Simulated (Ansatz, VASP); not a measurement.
# MgO (Periclase): VASP beside Ansatz

Wanted: the spread between two codes on one cell, functional and k mesh.

Calculated with Ansatz 0.2.0; plane waves, with VASP 6.6.1 beside it; band structure at HSE06 and band structure at HSEsol.

The database entry behind the starting cell differs from later determinations by our own check (about 0.1 % long), so it need not match the best structure at ambient conditions.

## (1) Set-up

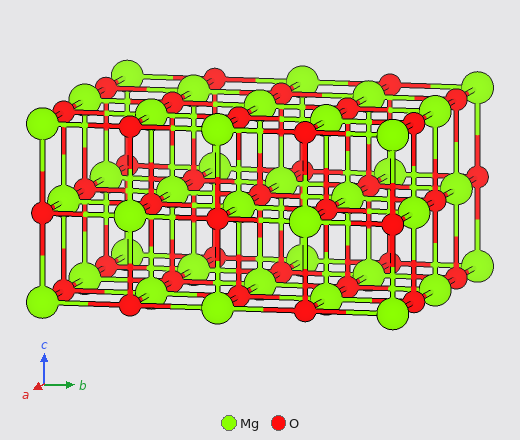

Start, viewed slightly off an axis; magnesium green, oxygen red. 2×2×1 cells are drawn. This picture shows the conventional cell, with its axes. Some periodic images of atoms are drawn too.

Coordinates:

```xyz
2
Lattice="0.0000 2.1085 2.1085 2.1085 0.0000 2.1085 2.1085 2.1085 0.0000" Properties=species:S:1:pos:R:3 pbc="T T T"
Mg    0.0000    0.0000    0.0000
O     2.1085    2.1085    2.1085
```

## (2) VASP: band structure, HSE06

Levels along a path test the potential and the projectors away from the mesh points.

Lines of VASP's logs that name or quote its potential files are left out, and so is its time.

Input file INCAR:

```
SYSTEM = MgO
PREC = Accurate
ENCUT = 520
EDIFF = 1E-06
NELM = 100
ISMEAR = 0
SIGMA = 0.02
LREAL = .FALSE.
ALGO = Normal
LHFCALC = .TRUE.
AEXX = 0.25
GGA = PE
HFSCREEN = 0.2
LASPH = .TRUE.
NBANDS = 10
PRECFOCK = Fast
LORBIT = 11
LWAVE = .FALSE.
LCHARG = .FALSE.
KPAR = 4
```

Input file POSCAR:

```
MgO
1.0
    0.0000000000      2.1085000000      2.1085000000
    2.1085000000      0.0000000000      2.1085000000
    2.1085000000      2.1085000000      0.0000000000
Mg O
1 1
Direct
    0.0000000000      0.0000000000      0.0000000000
    0.5000000000      0.5000000000      0.5000000000
```

Input file KPOINTS:

```
Automatic mesh
0
Gamma
6 6 6
0 0 0
```

Input file KPOINTS_OPT:

```
Line mode
6
Line-mode
Reciprocal
  0.00000000   0.00000000   0.00000000 GAMMA
  0.50000000   0.00000000   0.50000000 X

  0.50000000   0.00000000   0.50000000 X
  0.50000000   0.25000000   0.75000000 W

  0.50000000   0.25000000   0.75000000 W
  0.37500000   0.37500000   0.75000000 K

  0.37500000   0.37500000   0.75000000 K
  0.00000000   0.00000000   0.00000000 GAMMA

  0.00000000   0.00000000   0.00000000 GAMMA
  0.50000000   0.50000000   0.50000000 L

  0.50000000   0.50000000   0.50000000 L
  0.62500000   0.25000000   0.62500000 U

  0.62500000   0.25000000   0.62500000 U
  0.50000000   0.25000000   0.75000000 W

  0.50000000   0.25000000   0.75000000 W
  0.50000000   0.50000000   0.50000000 L

  0.50000000   0.50000000   0.50000000 L
  0.37500000   0.37500000   0.75000000 K

  0.62500000   0.25000000   0.62500000 U
  0.50000000   0.00000000   0.50000000 X
```

The projector-augmented-wave data sets are Mg and O (PBE family, release 64).

Command:

```bash
mpirun -np 4 vasp_std
```

Numbers of over 12 decimals in the logs are rounded to 6 here.

The log of the run:

```text
[banner, memory and clock lines left out]
running    4 mpi-ranks, on    1 nodes
 distrk:  each k-point on    1 cores,    4 groups
 distr:  one band on    1 cores,    1 groups

 POSCAR found type information on POSCAR MgO
 POSCAR found :  2 types and       2 ions
 LDA part: xc-table for (Slater+PW92), standard interpolation
 found WAVECAR, reading the header
 POSCAR, INCAR and KPOINTS ok, starting setup
 FFT: planning ... GRIDC
 FFT: planning ... GRID_SOFT
 FFT: planning ... GRID
 reading WAVECAR
 the WAVECAR file was read successfully
 initial charge from wavefunction
 entering main loop
       N       E                     dE             d eps       ncg     rms          rms(c)
DAV:   1    -0.142293314050E+02   -0.14229E+02   -0.33722E-01   320   0.405E+00    0.288E-01
DAV:   2    -0.142306708568E+02   -0.13395E-02   -0.24780E-03   338   0.435E-01    0.202E-01
DAV:   3    -0.142302046123E+02    0.46624E-03   -0.41850E-04   332   0.127E-01    0.129E-01
DAV:   4    -0.142300610809E+02    0.14353E-03   -0.58501E-05   326   0.734E-02    0.786E-02
DAV:   5    -0.142300090003E+02    0.52081E-04   -0.18801E-05   324   0.536E-02    0.447E-02
DAV:   6    -0.142299920379E+02    0.16962E-04   -0.67046E-06   324   0.313E-02    0.256E-02
DAV:   7    -0.142299865356E+02    0.55023E-05   -0.22727E-06   324   0.169E-02    0.151E-02
DAV:   8    -0.142299847349E+02    0.18007E-05   -0.86965E-07   160   0.102E-02    0.905E-03
DAV:   9    -0.142299841259E+02    0.60900E-06   -0.33956E-07   162   0.703E-03
   1 F= -.14229984E+02 E0= -.14229984E+02  d E =-.119449E-52
 Start KPOINTS_OPT (optional k-point list driver)
k-point batch [1-16\60]
       N       E                     dE             ncg
DAV:   1    -0.470217866838E+02   -0.52175E+04      384
DAV:   2    -0.507220118426E+03   -0.46020E+03      370
DAV:   3    -0.521301872271E+03   -0.14082E+02      368
DAV:   4    -0.521409431741E+03   -0.10756E+00      358
DAV:   5    -0.521409693552E+03   -0.26181E-03      364
DAV:   6    -0.521409694455E+03   -0.90256E-06      364
[...]
k-point batch [49-60\60]
       N       E                     dE             ncg
DAV:   1     0.144515482996E+04   -0.45513E+04      264
DAV:   2     0.107072855667E+04   -0.37443E+03      294
DAV:   3     0.105850853890E+04   -0.12220E+02      276
DAV:   4     0.105840851163E+04   -0.10003E+00      278
DAV:   5     0.105840828016E+04   -0.23147E-03      282
DAV:   6     0.105840827933E+04   -0.82666E-06      280
```

OUTCAR, selected parts (step 2):

```text
ion  position               nearest neighbor table
   1  0.000  0.000  0.000-   2 2.11   2 2.11   2 2.11   2 2.11   2 2.11   2 2.11
   2  0.500  0.500  0.500-   1 2.11   1 2.11   1 2.11   1 2.11   1 2.11   1 2.11

  LATTYP: Found a face centered cubic cell.
 ALAT       =     4.2170000000

 Subroutine GETGRP returns: Found 48 space group operations
 (whereof 48 operations were pure point group operations)

The static configuration has the point symmetry O_h .

 Found     16 irreducible k-points:

   k-points           NKPTS =     16   k-points in BZ     NKDIM =    216   number of bands    NBANDS=     10

   dimension x,y,z NGX =    24 NGY =   24 NGZ =   24
   dimension x,y,z NGXF=    48 NGYF=   48 NGZF=   48

   ENCUT  =  520.0 eV  38.22 Ry    6.18 a.u.   5.54  5.54  5.54*2*pi/ulx,y,z

   NELECT =       8.0000    total number of electrons

 k-points in reciprocal lattice and weights: Automatic mesh
   0.00000000  0.00000000  0.00000000       0.005
   0.16666667  0.00000000  0.00000000       0.037
   0.33333333  0.00000000  0.00000000       0.037
   0.50000000  0.00000000  0.00000000       0.019
   0.16666667  0.16666667  0.00000000       0.028
   0.33333333  0.16666667  0.00000000       0.111
   0.50000000  0.16666667  0.00000000       0.111
  -0.33333333  0.16666667  0.00000000       0.111
  -0.16666667  0.16666667  0.00000000       0.056
[...]
-0.33333333  0.33333333  0.16666667       0.111
  -0.33333333  0.50000000  0.16666667       0.056

  exchange ACFDT corr.  =         0.00000000  see jH, gK, PRB 81, 115126

 average (electrostatic) potential at core
       1 -30.8119       2 -63.4412

 E-fermi :   2.1151

 k-point     1 :       0.0000    0.0000    0.0000
  band No.  band energies     occupation
      1     -16.9055      2.00000
      2       1.9024      2.00000
      3       1.9024      2.00000
      4       1.9024      2.00000
      5       8.3261      0.00000
      6      19.6560      0.00000
      7      19.6560      0.00000
      8      19.6560      0.00000
      9      23.5726      0.00000
    ...

 k-point     2 :       0.1667    0.0000    0.0000
  band No.  band energies     occupation
      1     -16.6099      2.00000
      2       0.3398      2.00000
      3       1.7136      2.00000
      4       1.7136      2.00000
      5       9.7933      0.00000
      6      17.3040      0.00000
      7      20.2603      0.00000
      8      20.2603      0.00000
      9      24.2102      0.00000
    ...

 k-point     3 :       0.3333    0.0000    0.0000
  band No.  band energies     occupation
      1     -15.9472      2.00000
      2      -1.9899      2.00000
      3       1.3601      2.00000
      4       1.3601      2.00000
      5      11.3695      0.00000
      6      16.3037      0.00000
      7      20.4818      0.00000
      8      20.4818      0.00000
      9      24.9733      0.00000
    ...

  energy-cutoff  :      520.00
  volume of cell :       18.75
      direct lattice vectors                 reciprocal lattice vectors
     0.000000000  2.108500000  2.108500000    -0.237135404  0.237135404  0.237135404
     2.108500000  0.000000000  2.108500000     0.237135404 -0.237135404  0.237135404
     2.108500000  2.108500000  0.000000000     0.237135404  0.237135404 -0.237135404

 POSITION                                       TOTAL-FORCE (eV/Angst)
 -----------------------------------------------------------------------------------
      0.00000      0.00000      0.00000        -0.000000     -0.000000      0.000000
      2.10850      2.10850      2.10850         0.000000      0.000000     -0.000000
 -----------------------------------------------------------------------------------
    total drift:                               -0.000073     -0.000098     -0.000098

  FREE ENERGIE OF THE ION-ELECTRON SYSTEM (eV)
  ---------------------------------------------------
  free  energy   TOTEN  =       -14.2299841259 eV

  energy  without entropy=      -14.2299841259  energy(sigma->0) =      -14.22998413

 total charge
# of ion       s       p       d       tot
------------------------------------------
    1        0.143   0.176   0.077   0.396
    2        1.546   3.583   0.000   5.129
--------------------------------------------------
tot          1.689   3.759   0.077   5.526

[... 3 further parts left out ...]
```

## (3) Ansatz: band structure, HSE06

Ansatz runs on its default PAW (the set named soft_2) files.

The same cell, functional, mesh and smearing now go to Ansatz, which takes its cutoff from its data sets.

Input file input.yaml:

```yaml
crystal:
  lattice:
    - [0.0, 2.1085, 2.1085]
    - [2.1085, 0.0, 2.1085]
    - [2.1085, 2.1085, 0.0]
  atoms:
    - { symbol: Mg, position: [0.0, 0.0, 0.0] }
    - { symbol: O, position: [0.5, 0.5, 0.5] }
hamiltonian:
  xc: { exchange: pbe, correlation: pbe, exx: { coeff: 0.25, omega: 0.2 } }
  pseudopotentials: { kind: paw }
kpoints:
  mp_grid: { grid: [6, 6, 6] }
  band_path:
    path:
      - [0.0, 0.0, 0.0]
      - [0.5, 0.0, 0.5]
      - [0.5, 0.2, 0.7]
      - [0.4, 0.35, 0.75]
      - [0.15, 0.15, 0.3]
      - [0.2, 0.2, 0.2]
      - [0.55, 0.4, 0.55]
      - [0.6, 0.25, 0.65]
      - [0.5, 0.25, 0.75]
      - [0.5, 0.5, 0.5]
      - [0.375, 0.375, 0.75]
      - [0.5, 0.0, 0.5]
    npoints: 1
scf:
  occupations: { method: gaussian, width: 0.02 }
  n_extra_bands: 7
output:
  forces: true
  stress: true
  eigenvalues: true
```

Command:

```bash
ansatz run input.yaml --threads 4 --pin off --max-ram 9216MiB --backend cpu --events-out ev --progress --plain --runs-dir out
```

The log of the run:

```text
Warning: output.stress: scf.convergence.dr2_threshold = 1e-7 eV (the SCF's general default) is looser than the 2e-10 eV advised for a printed stress (1e-10 eV for each atom of the cell: 2). What an SCF threshold leaves in a stress goes as its square root, and in the free energy as the threshold itself, and one threshold admits the most on a small cell: [figures from the program's tests cut] Set scf.convergence.dr2_threshold to 2e-10 eV or tighter. The threshold is an SCF's pass mark: one that does not reach it within its budget of iterations ends unconverged, or closes short of it on a stop that the run arms, and scf.convergence.dr2_threshold's page says what that costs each kind of run
Warning: output.stress: scf.exx.energy_threshold = 1e-6 eV is looser than the 2e-8 eV advised for a stress under a hybrid functional (1e-8 eV for each atom of the cell: 2). Every SCF of the exchange loop can meet its threshold on dr2 while the loop round them stops early: no threshold on dr2 bounds what that leaves in the stress. Set scf.exx.energy_threshold to 2e-8 eV or tighter. The threshold is the loop's pass mark: a loop that does not reach it within its budget of cycles ends unconverged, and scf.exx.energy_threshold's page has the law
scf.n_extra_bands = 7 over 8 filled bands (N_el = 16.0): the run solves 15 bands
Engine: ansatz 0.2.0, x86_64-unknown-linux-gnu
Pseudopotentials: kind: paw
Pseudopotential: Mg, paw, valence charge 10, recommended cutoff 420 eV (normal), Mg.paw.azcp
Pseudopotential: O, paw, valence charge 6, recommended cutoff 420 eV (normal), O.paw.azcp
Functional definition: unnamed
  parameter a_1 = 0.25
  parameter omega_1 = 0.2/angstrom
  exchange = pbe_x + (-a_1)*pbe_x_sr(omega_1) + a_1*exact_x_sr(omega_1)
  correlation = pbe_c
Crystal: 2 atoms, lattice volume = 18.748 Å³
Basis set: ecut = 420 eV, 339 PW (Γ), exchange–correlation on 40×40×40 points (8 copies of the dense FFT grid, shifted against one another)
Bands: 15, of which v1, the nominal top of the filled ones, is band 8 counted from 1 (7 counted from 0)
Symmetry: 48 space group operations
Space group: Fm-3m (ITA 225), of the structure as read, at distance tolerance 2.7e-5 Å
k-points: 16 of 216
Non-local potential: Mg, projectors of the file, l = 0: 3, l = 1: 2, l = 2: 1
Non-local potential: O, projectors of the file, l = 0: 2, l = 1: 2, l = 2: 1
PAW form: soft (Blöchl's): semilocal exchange-correlation on the pseudo side does not see the compensation charge
PAW frozen core: Mg, regenerated for the run's functional, and the local potential with it (the file was generated under x = pbe(κ = 0.804, μ = 0.219515), c = pbe(β = 0.066725))
PAW frozen core: O, regenerated for the run's functional, and the local potential with it (the file was generated under x = pbe(κ = 0.804, μ = 0.219515), c = pbe(β = 0.066725))
PAW one-centre angular grid: Mg, 110 points (default); XC on 96 Gauss nodes
PAW one-centre angular grid: O, 110 points (default); XC on 96 Gauss nodes
Initial density: superposition of atomic densities (neutral atoms: chi_scale 0, normalization atom), corrected by the library's trained network
Initial wavefunctions: pseudopotential atomic-orbital guess
Functional: x = pbe(κ = 0.804, μ = 0.219515), c = pbe(β = 0.066725), warm-up for x = pbe(κ = 0.804, μ = 0.219515) + 0.25 (exact − pbe) at short range (hse, ω = 0.2 Å⁻¹), c = pbe(β = 0.066725)
SCF iter   1: F=—  HF=-2494.133073 eV  |F-HF|=—  |Δ(HF+E_count)|=         —  Δρ=6.11e-4  dr2=1.97e-5  ethr=1.77e-3  ⟨swp⟩=2.1  Hψ=1563  notcnv=0
preconditioner: auto → none  [insulator: Δε(μ)=4.706 eV  Ē_g=22.615 eV  σ=0.020 eV  W_gap=1.00  n_scr=8 (ndim 8)  ℏωp=24.3 eV  f_vac=0.000  D(μ)=0.00/eV (n_scr^D=0)]
SCF iter   2: F=-2494.133226 eV  HF=-2494.133187 eV  |F-HF|=3.88e-5  |Δ(HF+E_count)|=   1.14e-4  Δρ=2.94e-4  dr2=3.50e-6  ethr=1.23e-7  ⟨swp⟩=3.4  Hψ=451  notcnv=0  defer=2
SCF 1 stopped early in 2 iterations: F = -2494.133226 eV  dr2 = 3.50e-6
  greatest PAW one-centre occupation: 1.000 electrons in one spin orbital (limit 2), on the Mg atom at site 0 (counted from 0), in its partial waves of l = 0
Initial density: handed on by an earlier stage of this run
Initial wavefunctions: those handed on with the density
Functional: x = pbe(κ = 0.804, μ = 0.219515) + 0.25 (exact − pbe) at short range (hse, ω = 0.2 Å⁻¹), c = pbe(β = 0.066725)
Exchange kernel: α = 0.2500, screened, ω = 0.2000 Å⁻¹, Wigner–Seitz truncation, v(0) = 1118.4700 eV·Å³, q-mesh 6×6×6, nearest image of the exchange supercell L = 17.89 Å, pair-density grid 12×12×12, without the augmentation charges, whose exchange is taken in its separable form by FFT convolution over the k-point mesh (sized by the pseudopotential files, 18×18×18 at the most), smooth part of the exact exchange by density-matrix convolution
Frozen-core exchange: fock
SCF iter   1: F=—  HF=-2494.350120 eV  |F-HF|=—  |Δ(HF+E_count)|=         —  Δρ=7.77e-3  dr2=5.75e-3  ethr=2.19e-7  ⟨swp⟩=6.1  Hψ=1138  notcnv=0
preconditioner: auto → none  [insulator: Δε(μ)=6.431 eV  Ē_g=25.277 eV  σ=0.020 eV  W_gap=1.00  n_scr=8 (ndim 8)  ℏωp=24.3 eV  f_vac=0.000  D(μ)=0.00/eV (n_scr^D=0)]
SCF iter   2: F=—  HF=-2494.347832 eV  |F-HF|=—  |Δ(HF+E_count)|=   2.29e-3  Δρ=3.80e-3  dr2=1.20e-3  ethr=2.19e-7  ⟨swp⟩=3.1  Hψ=528  notcnv=0
SCF iter   3: F=—  HF=-2494.350745 eV  |F-HF|=—  |Δ(HF+E_count)|=   2.91e-3  Δρ=1.52e-3  dr2=4.85e-4  ethr=2.19e-7  ⟨swp⟩=3.7  Hψ=608  notcnv=0
SCF iter   4: F=—  HF=-2494.350627 eV  |F-HF|=—  |Δ(HF+E_count)|=   1.18e-4  Δρ=6.63e-4  dr2=7.61e-5  ethr=2.19e-7  ⟨swp⟩=3.9  Hψ=565  notcnv=0
iter 5 solved again at ethr=4.47e-9 eV; its pass at ethr=2.19e-7 eV (dr2=7.14e-7 eV) is discarded
SCF iter   5: F=—  HF=-2494.350607 eV  |F-HF|=—  |Δ(HF+E_count)|=   1.95e-5  Δρ=9.29e-5  dr2=4.08e-6  ethr=4.47e-9  ⟨swp⟩=2.8  Hψ=840  notcnv=0
SCF iter   6: F=-2494.350625 eV  HF=-2494.350630 eV  |F-HF|=4.16e-6  |Δ(HF+E_count)|=   2.22e-5  Δρ=9.93e-5  dr2=2.12e-6  ethr=4.34e-9  ⟨swp⟩=3.1  Hψ=442  notcnv=0
SCF 2 stopped early in 6 iterations: F = -2494.350625 eV  dr2 = 2.12e-6
hybrid outer 1: dexx = +3.412e-3 eV, tail = 3.66e-5 eV
Exchange kernel: α = 0.2500, screened, ω = 0.2000 Å⁻¹, Wigner–Seitz truncation, v(0) = 1118.4700 eV·Å³, q-mesh 6×6×6, nearest image of the exchange supercell L = 17.89 Å, pair-density grid 12×12×12, without the augmentation charges, whose exchange is taken in its separable form by FFT convolution over the k-point mesh (sized by the pseudopotential files, 18×18×18 at the most), smooth part of the exact exchange by density-matrix convolution
Frozen-core exchange: fock
SCF iter   1: F=—  HF=-2494.350596 eV  |F-HF|=—  |Δ(HF+E_count)|=         —  Δρ=7.62e-5  dr2=9.50e-7  ethr=1.15e-6  ⟨swp⟩=2.4  Hψ=486  notcnv=0
preconditioner: auto → none  [insulator: Δε(μ)=6.470 eV  Ē_g=25.262 eV  σ=0.020 eV  W_gap=1.00  n_scr=8 (ndim 8)  ℏωp=24.3 eV  f_vac=0.000  D(μ)=0.00/eV (n_scr^D=0)]
SCF iter   2: F=—  HF=-2494.350596 eV  |F-HF|=—  |Δ(HF+E_count)|=   3.20e-7  Δρ=1.56e-5  dr2=3.98e-8  ethr=5.78e-9  ⟨swp⟩=3.1  Hψ=461  notcnv=0
SCF iter   3: F=—  HF=-2494.350596 eV  |F-HF|=—  |Δ(HF+E_count)|=   1.57e-7  Δρ=1.27e-5  dr2=2.25e-8  ethr=8.96e-11  ⟨swp⟩=3.8  Hψ=639  notcnv=0
SCF iter   4: F=-2494.350596 eV  HF=-2494.350596 eV  |F-HF|=1.41e-11  |Δ(HF+E_count)|=   7.44e-9  Δρ=7.96e-7  dr2=2.74e-10  ethr=8.96e-11  ⟨swp⟩=3.0  Hψ=419  notcnv=0
SCF 3 converged in 4 iterations: F = -2494.350596 eV  dr2 = 2.74e-10
  Residual-converged pass: ⟨swp⟩=2.8  Hψ=383  notcnv=0  max |occ|·‖R‖ = 2.3e-6 eV (tolerance 2.4e-6 eV)  dr2=2.73e-10  dr2_onsite=1.42e-11  max |Δocc| = 0.0e0
hybrid outer 2: dexx = +1.272e-7 eV, tail = 9.01e-9 eV, Δε = 3.62e-3 eV (about 1.26e-4 eV left of the loop's levels)
NSCF: frozen V_eff on 12 k-points
hybrid SCF converged: 2 outer / 10 inner (+2 warm-up), last move |dexx| = 1.27e-7 eV, tail = 9.01e-9 eV
Stability not checked: this state was not tested for a lower state beside it, because the functional holds exact exchange (a hybrid, or Hartree-Fock), whose exchange loop this test does not read (fock_operator; see scf.lower_state_search)
Free energy (F): -2494.350596 eV
Frozen-core exchange: fock
Harris-Foulkes:  -2494.350596 eV  (|F-HF|=1.41e-11)
Internal energy: -2494.350596 eV  (E = F + TS)
E sigma→0 (E₀):  -2494.350596 eV
Fermi energy:    10.060569 eV
--- Per-component energies (eV) ---
  E_band       = -340.959756
  E_kinetic    = 256.731427
  E_local      = -1604.968243  (includes V_loc(G=0)·N_el)
  E_nonlocal   = 141.074231
  E_hartree    = 556.112660
  E_xc         = -84.717838
  E_vxc        = -107.597359  (∫ρ·V_xc dr)
  E_exx        = -71.731357  (= α·E_x^exact, valence–valence)
  E_paw        = -398.935543  (= ΣΔE_a)
  E_vpaw       = 5.035082  (= ΣTr[D̂ρ^β])
  E_aug_tail   = 0.002497  (compensation charges beyond the density's cutoff)
  E_ewald      = -1287.856876
  E_core_change = -0.061555  (= ΣΔE_core)
  E_smearing   = -0.000000  (= −TS)
  E_closure    = 0.000000  (closes the sum)
  Σ components = -2494.350596   (vs F -2494.350596, Δ=0.00e0)
--- Forces (eV/Å), atoms counted from 1 ---
  atom   1  Mg    -0.00000000     0.00000000     0.00000000
  atom   2  O      0.00000000    -0.00000000    -0.00000000
  max |Σ_I F_I| component: 1.72e-29 eV/Å
--- Stress (GPa, compression-positive) ---
       -1.828091       0.000000       0.000000
       -0.000000      -1.828091       0.000000
        0.000000      -0.000000      -1.828091
  P = ⅓ Tr σ = -1.8281 GPa (-18.281 kbar)
--- Band table (eV; the first three rows and the last of 16) ---
  k-point 0: bands = [... 4 lower, -11.9716, 6.8261, 6.8261, 6.8261, 13.2950, 24.6122, 24.6122, 24.6122, ... 3 higher]
  k-point 1: bands = [... 4 lower, -11.6668, 5.2705, 6.6376, 6.6376, 14.7572, 22.2462, 25.2185, 25.2185, ... 3 higher]
  k-point 2: bands = [... 4 lower, -10.9863, 2.9475, 6.2852, 6.2852, 16.3292, 21.2512, 25.4703, 25.4703, ... 3 higher]
  k-point 15: bands = [... 4 lower, -10.3175, 3.0505, 4.4456, 5.0465, 19.2648, 20.2704, 21.4590, 25.5599, ... 3 higher]
```

Elapsed: 9.3 s, on 4 threads of AMD EPYC 9R14 (Zen 4), shared host; peak memory 0.61 GiB; 30 s of CPU time.

The column dr2 measures how far the density is from self-consistency, as an energy; F and HF (Harris–Foulkes) agree once it is small.

(Part 1 of 2 ends here.)

[Lines on the potential files, build, host, timing and source positions are cut from VASP's logs without a mark.]

[Logs are printed without paths, hosts, clocks, repeated set-up lines and the standing remarks that a program may print on its own settings, such as how far it seeks lower states.]

[Hosts, paths, dates, database ids (printed as entryN), source tags and the programs' standing remarks are cut or masked in the printed files.]
